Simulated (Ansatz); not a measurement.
**BHClO (SMILES O[B]Cl) at 6 levels**

Aim: a comparison of 6 runs (UB2PLYP/STO-3G, UB3LYP/STO-3G, UBHLYP/STO-3G, RPA@PBE/STO-3G, UBCCD(T)/STO-3G, UCCSDT(Q)/STO-3G) of BHClO. 

The results are computed with Ansatz 0.2.0.

62 further runs of the same task are left out: 62 set aside as unsound or not needed.

## (1) Starting point

BHClO has 4 atoms, charge 0, and is taken as a doublet. As SMILES, `O[B]Cl`. The H4–O1 distance was set to 1.442 Å, away from the relaxed value. At this shape a bond of the SMILES string is far longer than usual.

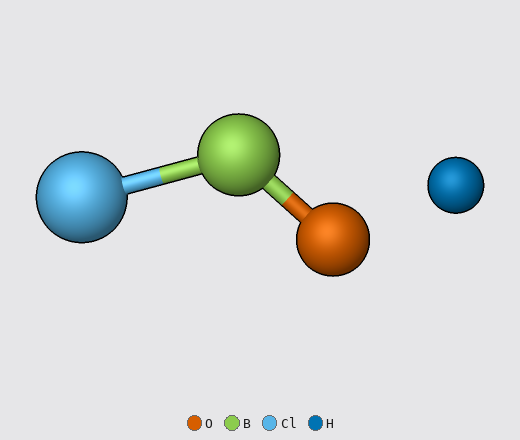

The structure, seen from a chosen angle (oxygen orange, boron green, chlorine blue, hydrogen blue).

## (2) A single-point energy at UB2PLYP/STO-3G (run 1)

input.yaml reads:

```yaml
crystal:
  periodic: [false, false, false]
  atoms:
    - symbol: O
      position_ang: [0.569901, -0.216471, -0.335687]
    - symbol: B
      position_ang: [-0.405599, -0.341971, 0.566213]
    - symbol: Cl
      position_ang: [-0.532899, -1.730771, 1.606513]
    - symbol: H
      position_ang: [0.497000, 1.006200, -1.096500]
basis:
  gaussian: {orbitals: STO-3G}
hamiltonian: {xc: {name: B2PLYP}}
accuracy: high
correlation: {frozen_orbitals: {B: 1, Cl: 5, H: 0, O: 1}}
magnetization: {spin_polarized: true, initial_magnetization: 1}
```

Started as:

```console
$ ansatz run input.yaml --threads 1 --pin off --max-ram 2610MiB --events-out events.jsonl --progress --plain --runs-dir runs
```

Standard output:

```text
Warning: RAYON_NUM_THREADS=1 ignored (pool sized by the plan → 1); use --threads N
Functional definition: B2PLYP
  name "B2PLYP"
  parameter a = 0.53
  parameter c = 0.27
  exchange = (1 - a)*b88_x + a*exact_x
  correlation = (1 - c)*lyp_c + c*(mp2_os + mp2_ss)
348 factors; integrals over basis functions are off by at most 3.8e-8 eV
mean field evaluation 1: about -15075.5321 eV, gradient 1.3e1 eV
mean field evaluation 2: about -15075.5386 eV, gradient 1.3e1 eV
mean field evaluation 4: about -15077.0941 eV, gradient 1.9e0 eV
mean field evaluation 8: about -15077.2018 eV, gradient 5.6e-1 eV
mean field evaluation 16: about -15077.2684 eV, gradient 3.4e-3 eV
mean field -15077.26844414 eV, -554.0793955824 hartree, gradient 3.7e-8 eV, S^2 0.892422; 0 other end points of the search recorded, 0 dependent functions left out
7 core orbitals not correlated: weight in the atoms' cores, before any rotation towards them, 1.000 or more for the frozen orbitals, at most 0.000 for the correlated occupied ones
reference -15077.26846037 eV, -554.0793961790 hartree; 9, 8 occupied and 4, 5 virtual orbitals, 348 factors
second order -3.81272105 eV of doubles, -0.00000000 eV of singles
Total energy: -15078.29789505 eV, -554.1172272058 hartree
```

Run time: 2 s. Hardware: 1 thread of Arm Neoverse V1, shared host; peak memory 0.12 GiB.

## (3) The energy at UB3LYP/STO-3G (run 2)

run.yaml reads:

```yaml
crystal:
  periodic: [false, false, false]
  atoms:
    - {symbol: O, position_ang: [0.569901, -0.216471, -0.335687]}
    - {symbol: B, position_ang: [-0.405599, -0.341971, 0.566213]}
    - {symbol: Cl, position_ang: [-0.532899, -1.730771, 1.606513]}
    - {symbol: H, position_ang: [0.497000, 1.006200, -1.096500]}
basis:
  gaussian:
    orbitals: STO-3G
magnetization:
  spin_polarized: true
  initial_magnetization: 1
hamiltonian:
  xc: {name: B3LYP}
accuracy: high
```

Started as:

```console
$ ansatz run run.yaml --threads 1 --pin off --max-ram 2610MiB --events-out events.jsonl --progress --plain --runs-dir runs
```

Standard output:

```text
Warning: RAYON_NUM_THREADS=1 ignored (pool sized by the plan → 1); use --threads N
Functional definition: B3LYP
  name "B3LYP"
  parameter a0 = 0.2
  parameter ax = 0.72
  parameter ac = 0.81
  exchange = (1 - a0 - ax)*slater_x + ax*b88_x + a0*exact_x
  correlation = (1 - ac)*vwn_rpa_c + ac*lyp_c
348 factors; integrals over basis functions are off by at most 3.8e-8 eV
mean field evaluation 1: about -15085.6585 eV, gradient 9.2e0 eV
mean field evaluation 2: about -15085.0904 eV, gradient 1.5e1 eV
mean field evaluation 4: about -15086.5249 eV, gradient 7.8e-1 eV
mean field evaluation 8: about -15086.5240 eV, gradient 1.0e-1 eV
mean field evaluation 16: about -15086.5246 eV, gradient 1.1e-5 eV
mean field -15086.52462335 eV, -554.4195538946 hartree, gradient 1.2e-8 eV, S^2 0.791554; 0 other end points of the search recorded, 0 dependent functions left out
reference -15086.52464861 eV, -554.4195548228 hartree; 16, 15 occupied and 4, 5 virtual orbitals, 348 factors
Total energy: -15086.52464861 eV, -554.4195548228 hartree
```

Wall time 2 s (1 thread of Arm Neoverse V1, shared host); peak memory 0.12 GiB.

Runs 3 to 4 aren't shown in full; the table further down has their settings and results.

## (4) A single-point energy at UBCCD(T)/STO-3G (run 5)

job.yaml reads:

```yaml
crystal:
  periodic: [false, false, false]
  atoms:
    - {symbol: O, position_ang: [0.569901, -0.216471, -0.335687]}
    - {symbol: B, position_ang: [-0.405599, -0.341971, 0.566213]}
    - {symbol: Cl, position_ang: [-0.532899, -1.730771, 1.606513]}
    - {symbol: H, position_ang: [0.497000, 1.006200, -1.096500]}
basis:
  gaussian:
    orbitals: STO-3G
total_charge: 0
magnetization:
  spin_polarized: true
  initial_magnetization: 1
correlation:
  method: bccd_t
  frozen_orbitals: {B: 1, Cl: 5, H: 0, O: 1}
accuracy: high
scf:
  omitted_lower_state_checks: [cluster_reference, increment]
```

Started as:

```console
$ ansatz run job.yaml --threads 1 --pin off --max-ram 2610MiB --events-out events.jsonl --progress --plain --runs-dir runs
```

Standard output (excerpt; [...] marks lines left out):

```text
Warning: RAYON_NUM_THREADS=1 ignored (pool sized by the plan → 1); use --threads N
Functional definition: HF
  name "HF"
[...]
348 factors; integrals over basis functions are off by at most 3.8e-8 eV
[...]
mean field -15055.91529681 eV, -553.2946818918 hartree, gradient 5.2e-8 eV, S^2 1.188300; 2 other end points of the search recorded, 0 dependent functions left out
7 core orbitals not correlated: weight in the atoms' cores, before any rotation towards them, 1.000 or more for the frozen orbitals, at most 0.000 for the correlated occupied ones
reference -15055.91529681 eV, -553.2946818918 hartree; 9, 8 occupied and 4, 5 virtual orbitals, 348 factors
second order -2.07931034 eV of doubles, -0.00000000 eV of singles
cycle   1  -2.39273493 eV  change   -3.1e-1 eV  update   1.0e-1
[...]
cycle  37  -3.26867969 eV  change  -5.4e-10 eV  update  4.3e-10
perturbative correction -0.19884543 eV, -0.0073074349 hartree
Total energy: -15059.38282193 eV, -553.4221110898 hartree
Checks for a lower state left out: cluster_reference, increment
```

Run time: 0.46 s. Hardware: 1 thread of Arm Neoverse V1, shared host.

## (5) A single-point energy at UCCSDT(Q)/STO-3G (run 6)

Changes to input.yaml since step 2:

```diff
@@ -13,5 +13,5 @@
   gaussian: {orbitals: STO-3G}
-hamiltonian: {xc: {name: B2PLYP}}
+magnetization: {spin_polarized: true, initial_magnetization: 1}
+correlation: {method: ccsdt_q, frozen_orbitals: {B: 1, Cl: 5, H: 0, O: 1}}
 accuracy: high
-correlation: {frozen_orbitals: {B: 1, Cl: 5, H: 0, O: 1}}
-magnetization: {spin_polarized: true, initial_magnetization: 1}
+scf: {omitted_lower_state_checks: [cluster_reference, increment]}
```

Started as:

```console
$ ansatz run input.yaml --threads 1 --pin off --max-ram 2610MiB --events-out events.jsonl --progress --plain --runs-dir runs
```

Standard output (excerpt; [...] marks lines left out):

```text
Warning: RAYON_NUM_THREADS=1 ignored (pool sized by the plan → 1); use --threads N
[... 2 set-up lines as earlier in the session ...]
[...]
348 factors; integrals over basis functions are off by at most 3.8e-8 eV
[...]
mean field -15055.91529681 eV, -553.2946818918 hartree, gradient 5.2e-8 eV, S^2 1.188300; 2 other end points of the search recorded, 0 dependent functions left out
7 core orbitals not correlated: weight in the atoms' cores, before any rotation towards them, 1.000 or more for the frozen orbitals, at most 0.000 for the correlated occupied ones
reference -15055.91529681 eV, -553.2946818918 hartree; 9, 8 occupied and 4, 5 virtual orbitals, 348 factors
second order -2.07931034 eV of doubles, -0.00000000 eV of singles
cycle   1  -2.33884362 eV  change   -2.6e-1 eV  update   1.1e-1
[...]
cycle  41  -3.50695437 eV  change  -3.5e-12 eV  update   1.2e-9
perturbative correction -0.00281157 eV, -0.0001033234 hartree
Total energy: -15059.42506275 eV, -553.4236634113 hartree
Checks for a lower state left out: cluster_reference, increment
```

It took 1.7 s on 1 thread of Arm Neoverse V1, shared host; peak memory 0.11 GiB.

## (6) The series

```csv
run,level,frozen core orbitals,energy (Eh),⟨S²⟩,wall time
1,UB2PLYP/STO-3G,7,-554.117227,0.892,2 s
2,UB3LYP/STO-3G,–,-554.419555,0.792,2 s
3,UBHLYP/STO-3G,–,-554.390073,0.860,1.9 s
4,RPA@PBE/STO-3G,7,-553.477789,0.773,2.1 s
5,UBCCD(T)/STO-3G,7,-553.422111,1.188,0.46 s
6,UCCSDT(Q)/STO-3G,7,-553.423663,1.188,1.7 s
```

## (7) Results

| quantity | value |
| --- | --- |
| run 6: total energy | -553.42366 Eh |
| run 6: correlation energy (7 core orbitals frozen) | -129.0 mEh |
| run 6: ⟨S²⟩ of the reference determinant | 1.188 |
| run 6: T1 diagnostic | 0.055 |

In words: Totals of different functionals can't be ranked against each other. In runs 1, 2, 3, 4, 5, 6 the basis is minimal, so the values are rough. Spin contamination of the reference: run 5 ⟨S²⟩ = 1.19, run 6 ⟨S²⟩ = 1.19, run 1 ⟨S²⟩ = 0.89, run 3 ⟨S²⟩ = 0.86. All runs together took 10 s, the longest 2.1 s.
